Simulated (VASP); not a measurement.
# What spin-orbit coupling changes in BiPt

Aim: run bands, DOS and a relaxation of BiPt twice, without and with spin-orbit coupling. All runs use PBEsol. The start is a cell from a database of measured crystal structures.

Program: VASP 6.6.1. Level of theory: PBEsol; plane waves and PAW (Bi_d, Pt), in the first sound run; inputs show where later runs differ. Results are calculated unless marked as measured.

The database entry behind the starting cell differs from later determinations by our own check (0.1 to 0.3 % short, probably kX units), so it need not match the best structure at ambient conditions.

### 1. The structure

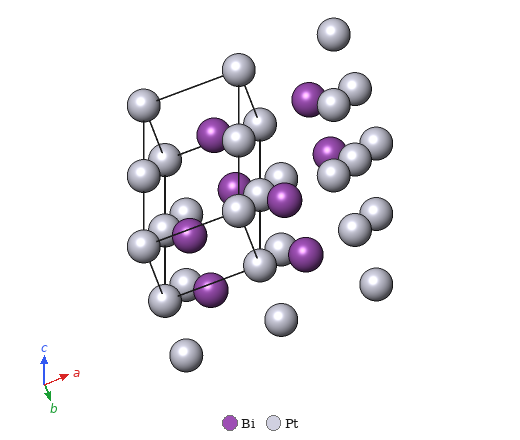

Start, viewed from a free direction; bismuth purple, platinum light grey. 2×2×1 cells are drawn. Some periodic images of atoms are drawn too.

Coordinates:

```cif
data_structure
_symmetry_space_group_name_H-M 'P6_3/mmc'
_symmetry_Int_Tables_number 194
_cell_length_a 4.3150
_cell_length_b 4.3150
_cell_length_c 5.4900
_cell_angle_alpha 90.000
_cell_angle_beta 90.000
_cell_angle_gamma 120.000
_cell_volume 88.52
loop_
_atom_site_label
_atom_site_type_symbol
_atom_site_symmetry_multiplicity
_atom_site_Wyckoff_symbol
_atom_site_fract_x
_atom_site_fract_y
_atom_site_fract_z
_atom_site_occupancy
Bi1 Bi 2 c 0.33333 0.66667 0.25000 1
Pt1 Pt 2 a 0.00000 0.00000 0.00000 1
```

### 2. Reference run

A single point gives energy, forces and stress at these settings. PBEsol restores the gradient expansion of exchange and is tuned for the cells of solids.

The input, INCAR:

```
SYSTEM = BiPt
PREC = Accurate
ENCUT = 400
EDIFF = 1E-06
NELM = 100
ISMEAR = -1
SIGMA = 0.05
LREAL = .FALSE.
ALGO = Normal
GGA = PS
NBANDS = 31
LASPH = .TRUE.
LORBIT = 11
LWAVE = .FALSE.
LCHARG = .FALSE.
KPAR = 4
ISIF = 2
```

The input, POSCAR:

```
BiPt
1.0
    4.3150000000      0.0000000000      0.0000000000
   -2.1575000000      3.7368996173      0.0000000000
    0.0000000000      0.0000000000      5.4900000000
Bi Pt
2 2
Direct
    0.3333333333      0.6666666667      0.2500000000
    0.6666666667      0.3333333333      0.7500000000
    0.0000000000      0.0000000000      0.0000000000
    0.0000000000      0.0000000000      0.5000000000
```

The input, KPOINTS:

```
Automatic mesh
0
Gamma
7 7 5
0 0 0
```

Potentials, in the order of the species: Bi_d and Pt (PBE family, release 64).

Run with:

```
$ mpirun -np 4 vasp_std
```

The program printed:

```text
[banner, memory and clock lines left out]
running    4 mpi-ranks, on    1 nodes
 distrk:  each k-point on    1 cores,    4 groups
 distr:  one band on    1 cores,    1 groups

 POSCAR found type information on POSCAR BiPt
 POSCAR found :  2 types and       4 ions
|                                                                             |
|               ----> ADVICE to this user running VASP <----                  |
|                                                                             |
|     You enforced a specific xc type in the INCAR file but a different       |
|     [... a line on the potential file left out ...]
|     I HOPE YOU KNOW WHAT YOU ARE DOING!                                     |
|                                                                             |

 LDA part: xc-table for (Slater+PW92), standard interpolation
 POSCAR, INCAR and KPOINTS ok, starting setup
 FFT: planning ... GRIDC
 FFT: planning ... GRID_SOFT
 FFT: planning ... GRID
 WAVECAR not read
 entering main loop
       N       E                     dE             d eps       ncg     rms          rms(c)
DAV:   1     0.490546356009E+03    0.49055E+03   -0.21889E+04  1502   0.163E+03
DAV:   2     0.241216786682E+02   -0.46642E+03   -0.44821E+03  1558   0.470E+02
DAV:   3    -0.223830881184E+02   -0.46505E+02   -0.45035E+02  1778   0.161E+02
DAV:   4    -0.239945719148E+02   -0.16115E+01   -0.16067E+01  1737   0.315E+01
DAV:   5    -0.240673442468E+02   -0.72772E-01   -0.72768E-01  2119   0.624E+00    0.109E+01
DAV:   6    -0.236907754432E+02    0.37657E+00   -0.10604E+00  1684   0.701E+00    0.560E+00
DAV:   7    -0.235984219807E+02    0.92353E-01   -0.14742E-01  1805   0.360E+00    0.251E+00
DAV:   8    -0.235802589196E+02    0.18163E-01   -0.66939E-02  1861   0.169E+00    0.359E-01
DAV:   9    -0.235796693479E+02    0.58957E-03   -0.75535E-03  1904   0.967E-01    0.115E-01
DAV:  10    -0.235794895578E+02    0.17979E-03   -0.80346E-04  1907   0.285E-01    0.306E-02
DAV:  11    -0.235794979157E+02   -0.83580E-05   -0.56740E-05  1812   0.512E-02    0.848E-03
DAV:  12    -0.235794981663E+02   -0.25051E-06   -0.45337E-06  1562   0.190E-02
   1 F= -.23579498E+02 E0= -.23573408E+02  d E =-.121800E-01
```

The job ended after 5.4 s (4 MPI ranks of Intel Xeon 6975P-C (Granite Rapids), shared host; peak memory 0.71 GiB; 19 s of CPU time).

The logs omit lines about the potential files and the build; timing stands in the text.

Parts of OUTCAR (step 2):

```text
ion  position               nearest neighbor table
   1  0.333  0.667  0.250-   3 2.84   4 2.84   3 2.84   4 2.84   3 2.84   4 2.84   2 3.71   2 3.71
                             2 3.71   2 3.71   2 3.71   2 3.71
   2  0.667  0.333  0.750-   3 2.84   4 2.84   3 2.84   4 2.84   3 2.84   4 2.84   1 3.71   1 3.71
                             1 3.71   1 3.71   1 3.71   1 3.71
   3  0.000  0.000  0.000-   4 2.75   4 2.75   1 2.84   2 2.84   1 2.84   2 2.84   2 2.84   1 2.84

  LATTYP: Found a hexagonal cell.
 ALAT       =     4.3150000000
 C/A-ratio  =     1.2723059096

 Subroutine GETGRP returns: Found 24 space group operations
 (whereof 12 operations were pure point group operations)

The static configuration has the point symmetry D_3d.
 The point group associated with its full space group is D_6h.

 Found     24 irreducible k-points:

   k-points           NKPTS =     24   k-points in BZ     NKDIM =     24   number of bands    NBANDS=     31

   dimension x,y,z NGX =    28 NGY =   28 NGZ =   36
   dimension x,y,z NGXF=    56 NGYF=   56 NGZF=   72

   ENCUT  =  400.0 eV  29.40 Ry    5.42 a.u.   7.04  7.04  8.95*2*pi/ulx,y,z

   NELECT =      50.0000    total number of electrons

 k-points in reciprocal lattice and weights: Automatic mesh
   0.00000000  0.00000000  0.00000000       0.004
   0.14285714 -0.00000000  0.00000000       0.024
   0.28571429 -0.00000000  0.00000000       0.024
   0.42857143  0.00000000  0.00000000       0.024
   0.14285714  0.14285714  0.00000000       0.024
   0.28571429  0.14285714  0.00000000       0.049
   0.42857143  0.14285714  0.00000000       0.024
   0.28571429  0.28571429  0.00000000       0.024
   0.00000000  0.00000000  0.20000000       0.008
[...]
0.42857143  0.14285714  0.40000000       0.049
   0.28571429  0.28571429  0.40000000       0.049

 average (electrostatic) potential at core
       1-101.4591       2-101.4591       3 -64.4036       4 -64.4036

 E-fermi :   9.3606

 k-point     1 :       0.0000    0.0000    0.0000
  band No.  band energies     occupation
    ...
     18       5.3897      2.00000
     19       6.3782      2.00000
     20       6.3782      2.00000
     21       7.6563      2.00000
     22       7.6563      2.00000
     23       9.6102      0.01348
     24       9.6102      0.01348
     25      10.4404      0.00000
     26      11.2796      0.00000
     27      11.5839      0.00000
    ...

 k-point     2 :       0.1429   -0.0000    0.0000
  band No.  band energies     occupation
    ...
     20       6.4308      2.00000
     21       7.6281      2.00000
     22       7.6610      2.00000
     23       7.8616      2.00000
     24       9.1441      1.97400
     25      10.2371      0.00000
     26      10.8328      0.00000
     27      12.3104      0.00000
     28      12.8402      0.00000
     29      12.9448      0.00000
    ...

 k-point     3 :       0.2857   -0.0000    0.0000
  band No.  band energies     occupation
    ...
     21       6.5536      2.00000
     22       7.5788      2.00000
     23       7.6729      2.00000
     24       8.0792      2.00000
     25       9.3628      0.97769
     26       9.5432      0.05051
     27      11.9515      0.00000
     28      13.1902      0.00000
     29      13.3972      0.00000
     30      14.4054      0.00000
    ...

  Total        1.5175314      1.5175314      1.2456060      0.0000000      0.0000000      0.0000000
  in kB       27.4652591     27.4652591     22.5437770      0.0000000      0.0000000      0.0000000
  external PRESSURE =      25.8247651 kB  Pullay stress =       0.0000000 kB

  energy-cutoff  :      400.00
  volume of cell :       88.52
      direct lattice vectors                 reciprocal lattice vectors
     4.315000000  0.000000000  0.000000000     0.231749710  0.133800758  0.000000000
    -2.157500000  3.736899617  0.000000000     0.000000000  0.267601515  0.000000000
     0.000000000  0.000000000  5.490000000     0.000000000  0.000000000  0.182149362

 POSITION                                       TOTAL-FORCE (eV/Angst)
 -----------------------------------------------------------------------------------
     -0.00000      2.49127      1.37250         0.000000     -0.000000      0.000000
      2.15750      1.24563      4.11750        -0.000000      0.000000      0.000000
      0.00000      0.00000      0.00000        -0.000000     -0.000000      0.000000
      0.00000      0.00000      2.74500        -0.000000     -0.000000      0.000000
 -----------------------------------------------------------------------------------
    total drift:                               -0.000000      0.000000     -0.000000

  FREE ENERGIE OF THE ION-ELECTRON SYSTEM (eV)
  ---------------------------------------------------
  free  energy   TOTEN  =       -23.5794981663 eV

  energy  without entropy=      -23.5673181183  energy(sigma->0) =      -23.57340814

 total charge
# of ion       s       p       d       tot
------------------------------------------
    1        1.498   1.327   9.977  12.803
    2        1.498   1.327   9.977  12.803
    3        0.679   0.489   8.210   9.378
    4        0.679   0.489   8.210   9.378
--------------------------------------------------
tot          4.355   3.633  36.375  44.363

[... 3 further parts left out ...]
```

The k-mesh is coarse for a metal. The PAW data sets were made with PBE, which is usual practice but a small mismatch for other functionals. At this level the cell is under a pressure of 2.6 GPa, so at these settings it is away from equilibrium.

Numbers from this step:

```
SCF cycles              : 12
electrons               : 50
bands                   : 31
irreducible k-points    : 24
symmetry operations     : 24
free energy (TOTEN)     : -23.58 eV
energy at zero smearing : -23.57 eV
Fermi energy            : 9.361 eV
pressure                : 2.582 GPa
metallic                : yes
```

The pressure is 2.58 GPa and the largest force 0.000 eV/Å, so the cell is not at a minimum at these settings.

### 3. Bands along the symmetry lines (PBEsol)

The mesh alone shows little of the dispersion and can miss band extrema, so KPOINTS_OPT adds a path through the symmetry points after the self-consistent cycle.

Edit INCAR of step 2 so:

```diff
@@ -10,3 +10,3 @@
 GGA = PS
-NBANDS = 31
+NBANDS = 39
 LASPH = .TRUE.
@@ -16,2 +16 @@
 KPAR = 4
-ISIF = 2
```

POSCAR is that of step 2.

KPOINTS is that of step 2.

The input, KPOINTS_OPT:

```
Line mode
16
Line-mode
Reciprocal
  0.00000000   0.00000000   0.00000000 GAMMA
  0.50000000   0.00000000   0.00000000 M

  0.50000000   0.00000000   0.00000000 M
  0.33333333   0.33333333   0.00000000 K

  0.33333333   0.33333333   0.00000000 K
  0.00000000   0.00000000   0.00000000 GAMMA

  0.00000000   0.00000000   0.00000000 GAMMA
  0.00000000   0.00000000   0.50000000 A

  0.00000000   0.00000000   0.50000000 A
  0.50000000   0.00000000   0.50000000 L

  0.50000000   0.00000000   0.50000000 L
  0.33333333   0.33333333   0.50000000 H

  0.33333333   0.33333333   0.50000000 H
  0.00000000   0.00000000   0.50000000 A

  0.50000000   0.00000000   0.50000000 L
  0.50000000   0.00000000   0.00000000 M

  0.33333333   0.33333333   0.00000000 K
  0.33333333   0.33333333   0.50000000 H
```

Run with:

```
$ mpirun -np 4 vasp_std
```

The program printed:

```text
[banner, memory and clock lines left out]
running    4 mpi-ranks, on    1 nodes
 distrk:  each k-point on    1 cores,    4 groups
 distr:  one band on    1 cores,    1 groups

 POSCAR found type information on POSCAR BiPt
 POSCAR found :  2 types and       4 ions
 [... a notice as in an earlier step ...]

 LDA part: xc-table for (Slater+PW92), standard interpolation
 POSCAR, INCAR and KPOINTS ok, starting setup
 FFT: planning ... GRIDC
 FFT: planning ... GRID_SOFT
 FFT: planning ... GRID
 WAVECAR not read
 entering main loop
       N       E                     dE             d eps       ncg     rms          rms(c)
DAV:   1     0.497595693430E+03    0.49760E+03   -0.20680E+04  1893   0.130E+03
DAV:   2     0.285140347037E+02   -0.46908E+03   -0.44186E+03  1893   0.403E+02
DAV:   3    -0.221861312015E+02   -0.50700E+02   -0.49079E+02  2105   0.135E+02
DAV:   4    -0.239861648949E+02   -0.18000E+01   -0.17955E+01  2199   0.265E+01
DAV:   5    -0.240673233790E+02   -0.81158E-01   -0.81148E-01  2649   0.546E+00    0.109E+01
DAV:   6    -0.236917224358E+02    0.37560E+00   -0.77780E-01  2153   0.560E+00    0.562E+00
DAV:   7    -0.235993583575E+02    0.92364E-01   -0.10175E-01  2522   0.311E+00    0.254E+00
DAV:   8    -0.235803391684E+02    0.19019E-01   -0.60506E-02  2337   0.138E+00    0.363E-01
DAV:   9    -0.235796212332E+02    0.71794E-03   -0.63874E-03  2521   0.771E-01    0.948E-02
DAV:  10    -0.235794887071E+02    0.13253E-03   -0.43319E-04  2559   0.225E-01    0.339E-02
DAV:  11    -0.235794979099E+02   -0.92028E-05   -0.40324E-05  2344   0.367E-02    0.600E-03
DAV:  12    -0.235794981051E+02   -0.19522E-06   -0.31622E-06  1939   0.128E-02
   1 F= -.23579498E+02 E0= -.23573409E+02  d E =-.121782E-01
 Start KPOINTS_OPT (optional k-point list driver)
k-point batch [1-24\144]
       N       E                     dE             ncg
DAV:   1     0.946485773861E+04   -0.10149E+05     1886
DAV:   2    -0.172878675663E+04   -0.11194E+05     1879
DAV:   3    -0.292538026767E+04   -0.11966E+04     2134
DAV:   4    -0.296766903701E+04   -0.42289E+02     2197
DAV:   5    -0.296960198849E+04   -0.19330E+01     2757
DAV:   6    -0.296962744742E+04   -0.25459E-01     2374
DAV:   7    -0.296962837312E+04   -0.92570E-03     2819
DAV:   8    -0.296962838170E+04   -0.85774E-05     2070
DAV:   9    -0.296962838199E+04   -0.29430E-06     1378
[...]
k-point batch [121-144\144]
       N       E                     dE             ncg
DAV:   1     0.932858872098E+04   -0.23164E+05     1955
DAV:   2    -0.183534189892E+04   -0.11164E+05     1902
DAV:   3    -0.302812893424E+04   -0.11928E+04     2224
DAV:   4    -0.306970034900E+04   -0.41571E+02     2173
DAV:   5    -0.307172536630E+04   -0.20250E+01     2832
DAV:   6    -0.307174876573E+04   -0.23399E-01     2382
DAV:   7    -0.307174943152E+04   -0.66579E-03     2849
DAV:   8    -0.307174943925E+04   -0.77313E-05     1935
DAV:   9    -0.307174943958E+04   -0.32533E-06     1384
```

Wall time 23 s (4 MPI ranks); peak memory 0.89 GiB; 89 s of CPU time.

Parts of OUTCAR (step 3):

```text
 Found     24 irreducible k-points:

   k-points           NKPTS =     24   k-points in BZ     NKDIM =     24   number of bands    NBANDS=     39

   NELECT =      50.0000    total number of electrons

 E-fermi :   9.3605

 k-point     1 :       0.0000    0.0000    0.0000
  band No.  band energies     occupation
    ...
     18       5.3896      2.00000
     19       6.3781      2.00000
     20       6.3781      2.00000
     21       7.6562      2.00000
     22       7.6562      2.00000
     23       9.6103      0.01346
     24       9.6103      0.01346
     25      10.4403      0.00000
     26      11.2796      0.00000
     27      11.5839      0.00000
    ...

 k-point     2 :       0.1429   -0.0000    0.0000
  band No.  band energies     occupation
    ...
     20       6.4307      2.00000
     21       7.6280      2.00000
     22       7.6609      2.00000
     23       7.8616      2.00000
     24       9.1441      1.97398
     25      10.2370      0.00000
     26      10.8328      0.00000
     27      12.3105      0.00000
     28      12.8402      0.00000
     29      12.9448      0.00000
    ...

  Total        1.5106682      1.5106682      1.2373685     -0.0000000      0.0000000      0.0000000
  in kB       27.3410441     27.3410441     22.3946909     -0.0000000      0.0000000      0.0000000
  external PRESSURE =      25.6922597 kB  Pullay stress =       0.0000000 kB

 POSITION                                       TOTAL-FORCE (eV/Angst)
 -----------------------------------------------------------------------------------
     -0.00000      2.49127      1.37250        -0.000000      0.000000      0.000000
      2.15750      1.24563      4.11750         0.000000      0.000000      0.000000
      0.00000      0.00000      0.00000        -0.000000     -0.000000      0.000000
      0.00000      0.00000      2.74500        -0.000000     -0.000000      0.000000
 -----------------------------------------------------------------------------------
    total drift:                               -0.000000      0.000000     -0.000000

  FREE ENERGIE OF THE ION-ELECTRON SYSTEM (eV)
  ---------------------------------------------------
  free  energy   TOTEN  =       -23.5794981051 eV

  energy  without entropy=      -23.5673199392  energy(sigma->0) =      -23.57340902

 total charge
# of ion       s       p       d       tot
------------------------------------------
    1        1.498   1.327   9.977  12.803
    2        1.498   1.327   9.977  12.803
    3        0.679   0.489   8.210   9.379
    4        0.679   0.489   8.210   9.379
--------------------------------------------------
tot          4.354   3.633  36.375  44.363

[... 8 parts as in an earlier step ...]

[... 5 further parts left out ...]
```

Spin-orbit coupling is off here; with elements this heavy it splits and shifts levels by tenths of an eV or more.

This step gave:

| Quantity | Value |
| --- | --- |
| bands | 39 |
| pressure | 2.569 GPa |

Electronic bands along the path, in eV, zero at the Fermi level; # counts the bands kept, so #1 is VASP's band 13:

```tsv
point	#10	#11	#12	#13	#14	#15	#16	#17
Γ	-1.70	0.25	0.25	1.08	1.92	2.22	2.87	3.53
M	-2.68	-2.35	-1.82	-1.67	-1.36	2.22	4.19	4.24
K	-1.75	-1.75	-1.64	-0.22	-0.22	0.36	0.36	3.32
Γ	-1.70	0.25	0.25	1.08	1.92	2.22	2.87	3.53
A	-3.16	-1.68	-1.68	2.47	2.47	2.47	2.47	4.84
L	-2.88	-2.74	-2.74	0.64	0.64	1.25	1.25	4.48
H	-3.05	-2.10	-2.10	-1.54	-1.54	4.61	4.61	5.74
A	-3.16	-1.68	-1.68	2.47	2.47	2.47	2.47	4.84
jump to L	-2.88	-2.74	-2.74	0.64	0.64	1.25	1.25	4.48
M	-2.68	-2.35	-1.82	-1.67	-1.36	2.22	4.19	4.24
jump to K	-1.75	-1.75	-1.64	-0.22	-0.22	0.36	0.36	3.32
H	-3.05	-2.10	-2.10	-1.54	-1.54	4.61	4.61	5.74
```

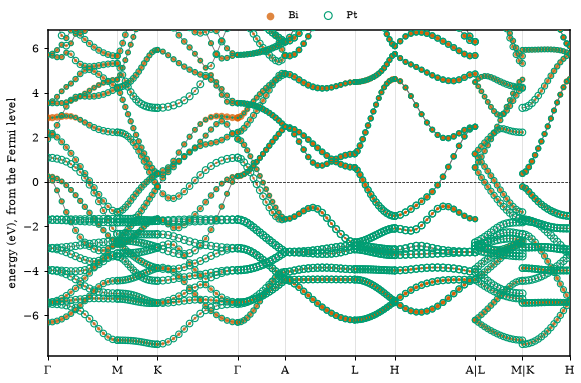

Electronic bands along the path; dots are coloured as in the legend, and their area grows with the weight.

There is no gap at this level.

(Continued in part 2 of 4.)

[Lines on the potential files, build, host, timing and source positions are cut from VASP's logs without a mark.]

[Logs are printed without paths, hosts, clocks, repeated set-up lines and the standing remarks that a program may print on its own settings, such as how far it seeks lower states.]

[Hosts, paths, dates, database ids (printed as entryN), source tags and the programs' standing remarks are cut or masked in the printed files.]

[A measured line is paired with the nearest computed mode of its activity, which favours agreement.]

[In band tables of VASP the shares of atoms and orbitals are scaled to a sum of 1 inside the atoms' spheres.]
